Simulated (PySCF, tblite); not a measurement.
# C₇H₁₆BP: geometry, infrared bands and NMR shifts

Wanted: the infrared bands and NMR shifts of C₇H₁₆BP (`C=C(C)CB(P)CCC`), by calculation.

Programs: tblite 0.8.0 and PySCF 2.14.0, with density-fitted response routines of our own. Each step states its level of theory. These are calculated values for one molecule in the gas phase, unless marked as measured. Atoms are numbered from 0 throughout.

## (1) The molecule as given

25 atoms, charge 0, multiplicity 1; geometry from: force field or distance geometry start.

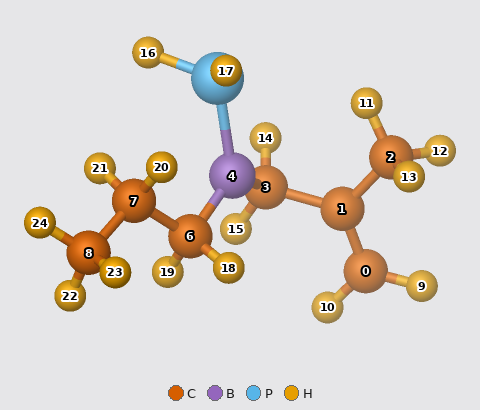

As it starts; carbon orange, boron purple, phosphorus blue, hydrogen amber, atoms numbered.

## (2) Geometry optimisation with GFN2-xTB

Job settings and geometry (Å):

```
{"job": {"kind": "relax", "xc": "GFN2-xTB", "basis": "xTB"}, "charge": 0, "multiplicity": 1}
C      2.939000    -0.692300     1.648600
C      2.431000    -0.360300     0.442900
C      2.995500     0.747400    -0.365500
C      1.275500    -1.106400    -0.160500
B      0.044300    -0.172000    -0.417600
P     -0.297800     0.370700    -2.246800
C     -1.124400    -0.038800     0.631800
C     -2.392100     0.232200    -0.145500
C     -3.612700     0.373100     0.731500
H      3.775900    -0.127300     2.076000
H      2.485300    -1.520000     2.209300
H      2.660600     0.690800    -1.436400
H      4.094000     0.703900    -0.383600
H      2.741300     1.744800     0.075100
H      1.663500    -1.525800    -1.100800
H      1.007100    -1.973000     0.516200
H     -1.153200    -0.600600    -2.926200
H     -0.864700     1.702900    -2.317100
H     -0.865600     0.776100     1.342700
H     -1.174400    -0.975800     1.211500
H     -2.258700     1.205800    -0.672600
H     -2.530500    -0.625700    -0.865600
H     -3.662400    -0.444100     1.462100
H     -3.678600     1.374200     1.202300
H     -4.509000     0.264000     0.054900
```

Started as:

```bash
> OMP_NUM_THREADS=1 python probes_run.py task.json out
```

This one command runs all jobs of the session in turn.

**Question.** This job is followed by: GFN2-xTB harmonic vibrations, gas phase; GIAO PBE0/pcSseg-1 NMR shielding, non-relativistic, gas phase. Predict these results of the whole session: strongest single infrared mode (GFN2-xTB); zero-point energy (GFN2-xTB); 13C shifts against TMS (PBE0/pcSseg-1); 1H shifts against TMS (PBE0/pcSseg-1, means over atoms taken as alike); 11B shifts against BF3·OEt2 (PBE0/pcSseg-1); 31P shifts against H3PO4 (PBE0/pcSseg-1).

**Answer**, as computed:

| quantity | value |
| --- | --- |
| strongest single infrared mode (GFN2-xTB) | 2407 cm⁻¹, 146 km/mol |
| zero-point energy (GFN2-xTB) | 132.5 kcal/mol |
| 13C shifts against TMS (PBE0/pcSseg-1) | 150.3, 117.9, 47.6, 36.4, 27.5, 25.5, 19.6 ppm |
| 1H shifts against TMS (PBE0/pcSseg-1, means over atoms taken as alike) | 5.09, 5.06, 2.65, 2.47, 1.93, 1.51, 1.50, 1.06 ppm |
| 11B shifts against BF3·OEt2 (PBE0/pcSseg-1) | 95.3 ppm |
| 31P shifts against H3PO4 (PBE0/pcSseg-1) | -205.4 ppm |

Over 217 steps the energy fell by 1.500 eV; of the close pairs, P5–H16 changed most, 1.462 to 1.383 Å. All 69 modes are real, so the xTB geometry is a minimum. The strongest single mode, at 2407 cm⁻¹, moves mainly H17. GFN2-xTB is a fitted tight-binding method: band positions and strengths are rough. Its intensities can rank the bands wrongly. The most deshielded carbon is C1 (fully substituted alkene carbon), at 150.3 ppm: as expected for a trigonal carbon in a double bond. At PBE0/pcSseg-1: Shielding is most anisotropic at C1 (span 247 ppm, paramagnetic term -227 ppm).
